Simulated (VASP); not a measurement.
Input:

```yaml
crystal:
  lattice:
    - [-2.16255, 2.16255, 2.16255]
    - [2.16255, -2.16255, 2.16255]
    - [2.16255, 2.16255, -2.16255]
  atoms:
    - { symbol: Eu, position: [0.00000, 0.00000, 0.00000] }
```

Level of theory: rev-vdW-DF2, VASP's PBE PAW potentials (set 64) (plane waves; VASP). Settings: 520 eV cut-off, 13×13×13 Γ-centred mesh, tetrahedra with Blöchl corrections, potentials Eu_2.

The 4f electrons are frozen in the core of the lanthanide potential, so 4f levels, which can set the real gap, and their magnetism are missing.

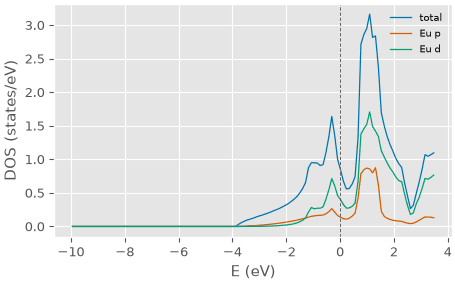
Figure. Total and projected density of states, zero at the Fermi level

Within 2 eV below the Fermi level the largest weight inside VASP's projection spheres is Eu d, then Eu s.

It has no gap at this level: it comes out as a metal or semimetal.

The compound is Eu in the bcc structure. It was relaxed first, which changed the volume by -16 %.
